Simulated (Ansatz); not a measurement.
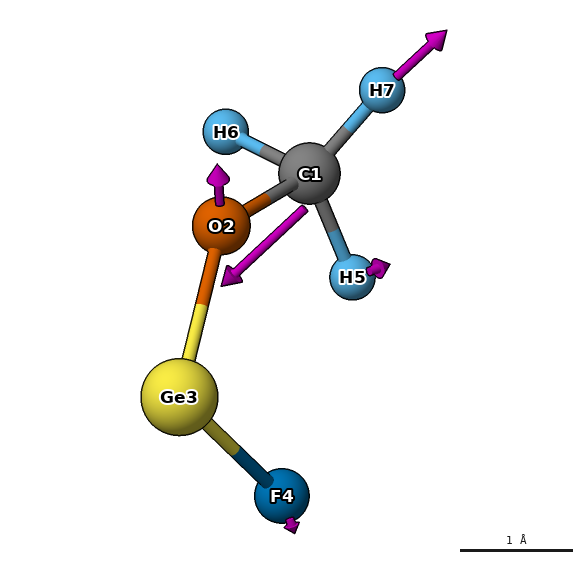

Arrows show the forces on the atoms, 0.2 Å of arrow for 1 eV/Å; forces under a tenth of the largest aren't drawn. Level of theory: RHF-CCSD(T) (frozen core)/def2-TZVPP (Ansatz 0.2.0).

Q: On which atom is the force largest, and how large is it?

A: On C1: 5.42 eV/Å.

Q: Along which bond is the force strongest?

A: C1–H7, now 1.009 Å: the forces push its atoms apart, so a first step downhill lengthens it.

List the force components in the frame of the picture (x right, y up, z towards the viewer), in eV/Å.

```
atom     Fx     Fy     Fz
  C1  −3.81  −3.55  −1.52
  O2  −0.12   1.84   1.31
 Ge3  −0.02  −0.13   0.06
  F4   0.24  −0.72  −0.24
  H5   1.00   0.35  −0.73
  H6   0.40   0.06  −0.21
  H7   2.31   2.14   1.33
```
